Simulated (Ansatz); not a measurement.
## Ligand exchange: GaH2Br + C2HF5 → GaH3 + C2BrF5

Species: GaH2Br `[GaH2][Br]`, singlet; C2HF5 (pentafluoroethane) `FC(F)C(F)(F)F`, singlet; GaH3 `[GaH3]`, singlet; C2BrF5 `FC(F)(F)C(F)(F)Br`, singlet. The partners trade Br for H: Ga–Br and C–H bonds give way to Ga–H and C–Br.

Shapes, held fixed at every level: PBE0-D4/def2-TZVP. Programs: Ansatz 0.2.0. The zero-point and thermal change to 298 K, harmonic and unscaled (PBE0-D4/def2-TZVP), is -14.7 kJ/mol.

| level | kind | ΔH(298 K) (kJ/mol) | less CCSD(T)/def2-TZVPP |
| --- | --- | --- | --- |
| HF/def2-TZVPP | Hartree–Fock | +235.1 | +34.4 |
| r2SCAN-D4/def2-TZVPP | meta-GGA | +193.7 | -7.0 |
| B2PLYP/def2-TZVPP | double hybrid | +205.1 | +4.4 |
| MP2/def2-SVP | perturbation theory | +207.2 | +6.5 |
| MP2/def2-TZVPP | perturbation theory | +203.0 | +2.3 |
| CCSD/def2-TZVPP | coupled cluster or CI | +206.5 | +5.8 |
| CCSD(T)/def2-TZVPP | coupled cluster or CI | +200.7 | 0.0 |

The highest level, CCSD(T)/def2-TZVPP, gives ΔH(298 K) = +200.7 kJ/mol; the levels span +193.7 to +235.1. The column of differences is taken from that level and isn't an error. No measured value is set beside it here. Relativity is left out for Br, Ga. Outer-core shells of Br, Ga are correlated in most correlated rows, in sets that cover them unevenly.

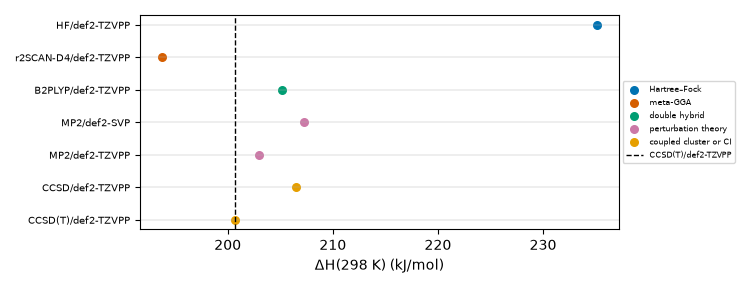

The values of the table, level by level.
